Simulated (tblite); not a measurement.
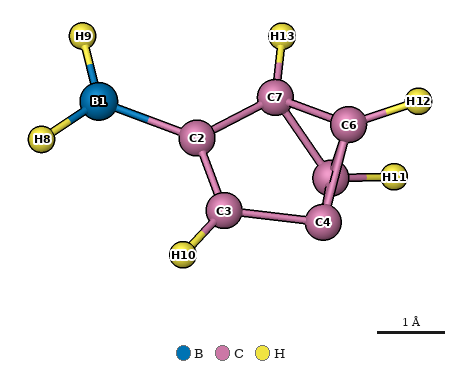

C₆H₆B (multiplicity 2), before the relaxation. A ball-and-stick model, seen at a tilt.

Computed with tblite 0.8.0, GFN2-xTB geometry optimisation, gas phase.

```xyz
13

B     2.1041    0.2962    0.8649
C     0.6630    0.2804    0.2183
C     0.0372    1.3236   -0.3281
C    -1.3255    0.8815   -0.8327
C    -0.9907   -0.5736   -1.1318
C    -1.5899   -0.2318    0.1797
C    -0.2350   -0.8987    0.1204
H     2.7268    1.3061    0.8936
H     2.5576   -0.6911    1.3275
H     0.4221    2.3327   -0.4067
H    -1.7184   -1.2731   -1.6153
H    -2.5471   -0.8006    0.2260
H    -0.1086   -1.9511    0.4665
```

> What does the optimiser find from here?

The largest moves after the best rigid fit, 0.50 Å, are those of H11 and H12. Largest moves by element: H 0.50 Å, C 0.16 Å, B 0.04 Å. Among the contacts that change: B1–C2 1.580 → 1.522 Å, C3–C4 1.519 → 1.464 Å, C5–H11 1.119 → 1.068 Å, C6–H12 1.114 → 1.068 Å. Among the angles between lasting bonds that change: C6–C5–H11 105.3° → 136.5°, C4–C5–H11 122.6° → 135.7°, C7–C5–H11 123.6° → 136.4°. After 33 geometry steps the energy has fallen by 129.0 kJ/mol. Cost: 0.12 s on 1 thread of Arm Neoverse V2, on a shared host.

Final geometry:

```xyz
13

B     2.0767    0.2729    0.8639
C     0.6911    0.2910    0.2354
C     0.0318    1.3338   -0.3317
C    -1.2511    0.7786   -0.7666
C    -1.1151   -0.6714   -1.1532
C    -1.6995   -0.3359    0.1430
C    -0.2761   -0.8578    0.0970
H     2.7134    1.2527    0.8988
H     2.4951   -0.7258    1.3087
H     0.3490    2.3505   -0.4523
H    -1.3904   -1.2665   -1.9966
H    -2.5948   -0.5752    0.6743
H    -0.0347   -1.8463    0.4616
```

After the run, drawn alike:

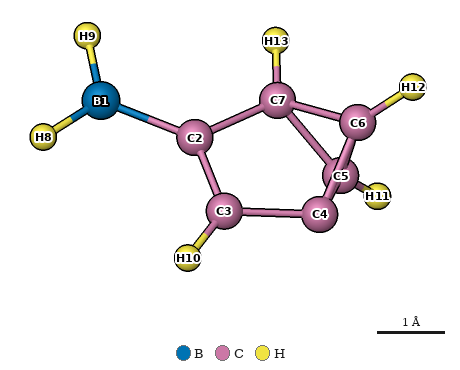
